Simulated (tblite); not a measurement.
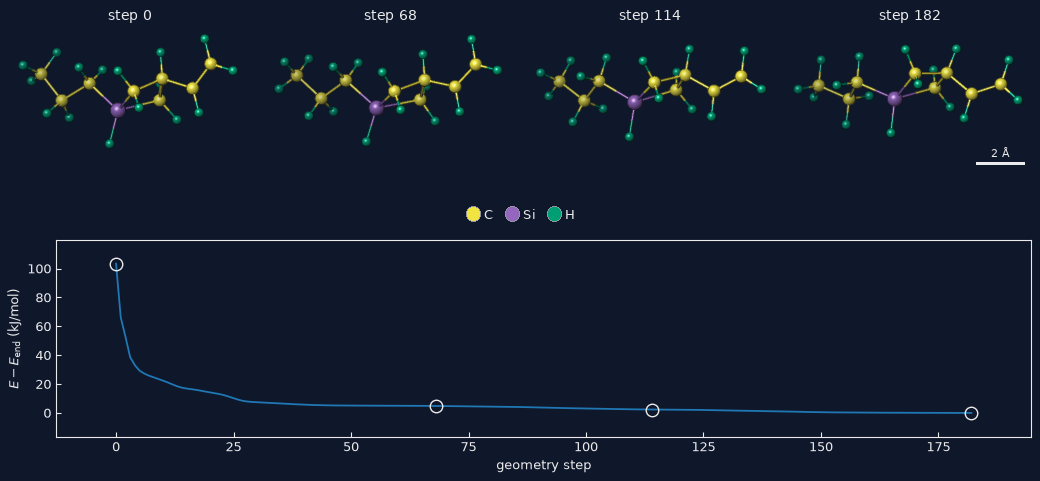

Frames of a relaxation of C$_{8}$H$_{16}$Si, marked on the history of the run. A ball-and-stick model, seen at a tilt.

Level of theory: GFN2-xTB geometry optimisation, gas phase (tblite 0.8.0). 

Describe the path.

The atom that moves furthest after the best rigid fit is an H atom (1.48 Å). Largest moves by element: H 1.48 Å, C 0.95 Å, Si 0.60 Å. Among the contacts that change: C–Si 1.835 → 1.898 Å, C–Si 1.849 → 1.911 Å, C–C 1.508 → 1.549 Å, C–H 1.127 → 1.088 Å. Bond angles that change, for instance: C–C–C 114.7° → 125.0°, C–C–H 122.5° → 114.6°, C–Si–C 110.2° → 117.9°. Groups turn about C–Si by about 55°, C–C by about 35°, C–Si by about 25°. Over 182 geometry steps the energy falls by 103.4 kJ/mol. The run took 1.9 s on 1 thread of Arm Neoverse V1, on a shared host. From step 0 to 68: an H atom moves most (0.74 Å), energy −98.6 kJ/mol. From step 68 to 114: an H atom moves most (0.87 Å), energy −2.47 kJ/mol. From step 114 to 182: H atoms move most (0.69 Å), energy −2.36 kJ/mol.
